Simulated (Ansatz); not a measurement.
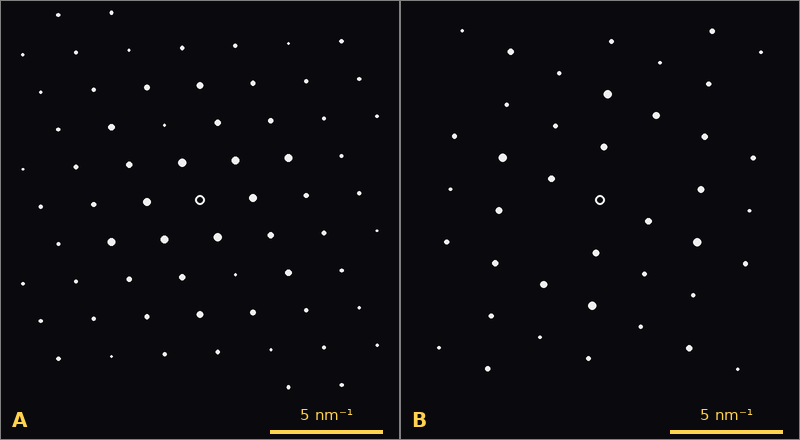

Kinematic electron diffraction patterns (200 kV, B = 0.5 Å², same scale, each along a low-index zone) of two structures of composition BeAl2, each relaxed at zero pressure with Ansatz, DFT PBE, scalar-relativistic, plane waves, PAW.

The structures (standard cells):
1. Fd-3m (No. 227), a = 7.265 Å, 24 atoms; generated start, possibly hypothetical
2. P6_222 (No. 180), a = 6.194 Å, c = 6.675 Å (hexagonal axes), 9 atoms; generated start, possibly hypothetical

**Which pattern belongs to which structure, and along which zone?**

A is structure 2 along [101] or an equivalent direction: centred rectangular net of 0 1 0 at d = 5.36 Å and 1 0 -1 at d = 4.18 Å, 67.1° apart. B is structure 1 along [110] or an equivalent direction: centred rectangular net of -1 1 -1 at d = 4.19 Å and -1 1 1 at d = 4.19 Å, 70.5° apart (some points of this net are extinct or too weak to see).

**Which structure lies lowest at this level of theory, and by how much?**

Structure 1 (Fd-3m, 15.98 Å³ an atom) is the lowest of these; structure 2 (P6_222, 24.64 Å³ an atom) lies about 150 meV an atom higher. These are static energies at 0 K; other structures, not shown, may lie lower still.
